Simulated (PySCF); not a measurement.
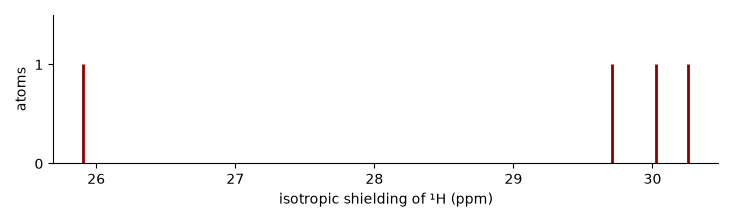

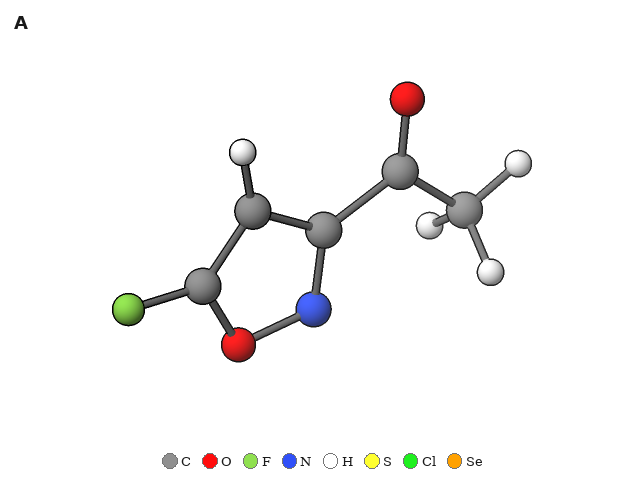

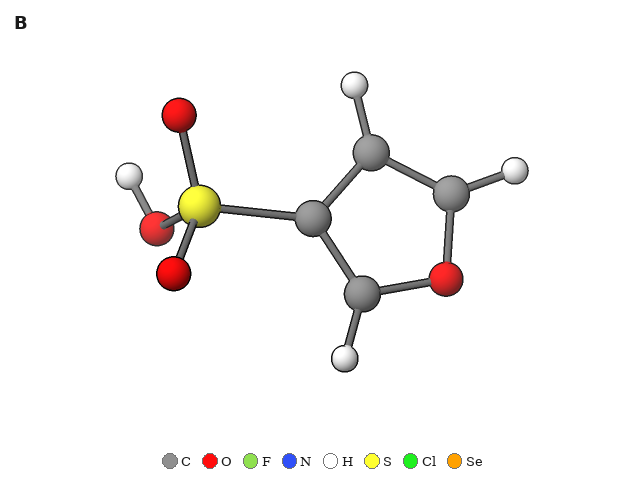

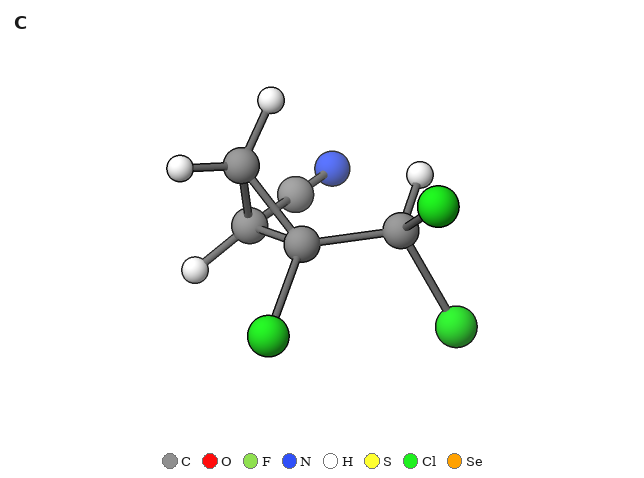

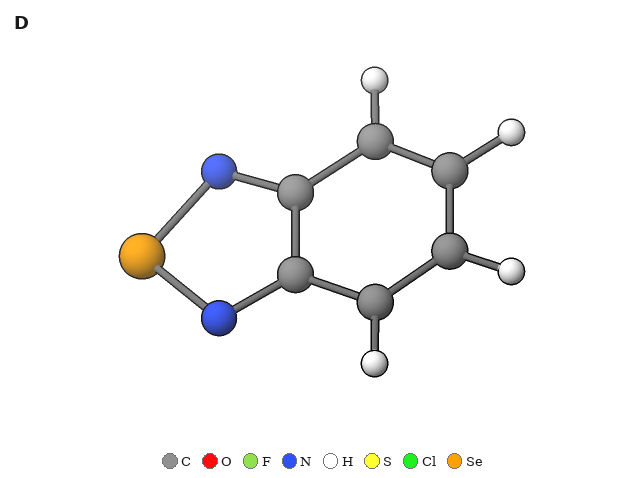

The sticks are computed shieldings of one of the molecules, for one fixed geometry (GFN2-xTB) without averaging over rotations. Low shielding means a high chemical shift. Method: GIAO PBE0/pcSseg-1 NMR shielding, non-relativistic, gas phase (PySCF 2.14.0).

Match the spectrum to a structure.

C, `N#C[C@@H]1C[C@]1(Cl)C(Cl)Cl`. Its 4 H atoms give lines at 25.91, 29.71, 30.02, 30.26 ppm.
